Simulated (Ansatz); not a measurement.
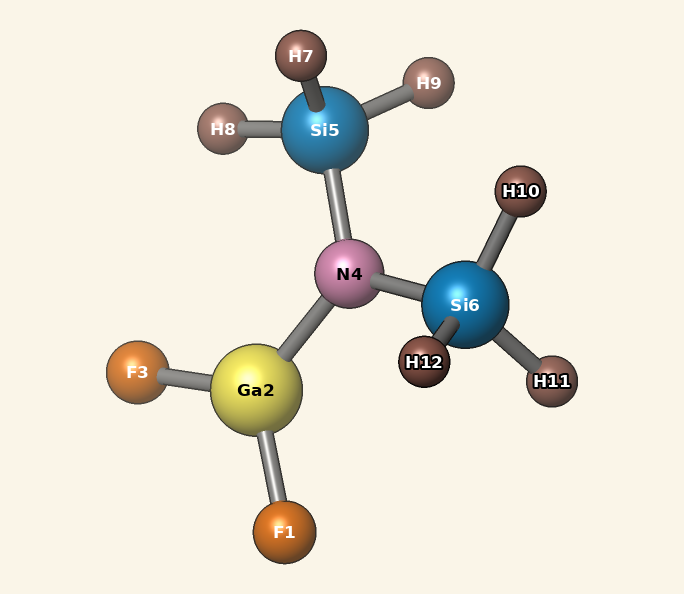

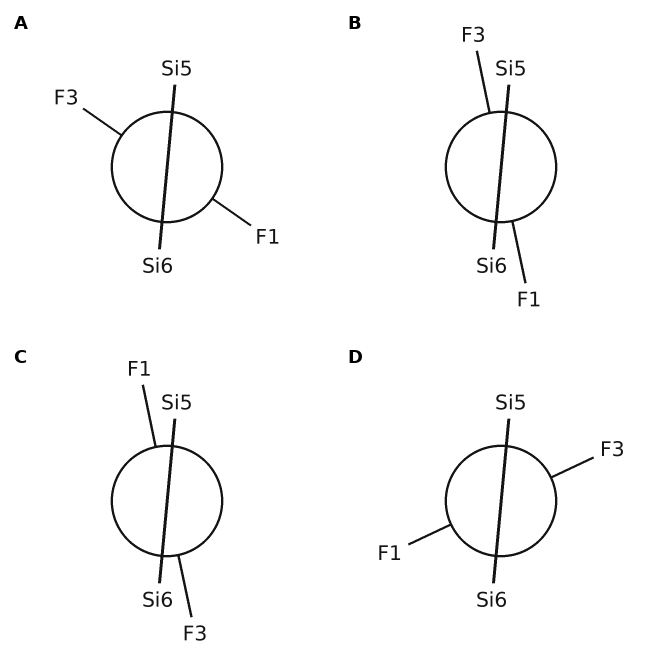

Depth is shown by fading: the farther an atom, the more it takes the colour of the background. Bonds that would overlap in a projection are set slightly apart. Computed geometry: PBE0-D4/def2-TZVP optimisation.

Q: Which Newman projection shows the view along N4–Ga2, with N4 in front?

A: B. The torsion angle Si5–N4–Ga2–F1 is 179°, antiperiplanar (anti).
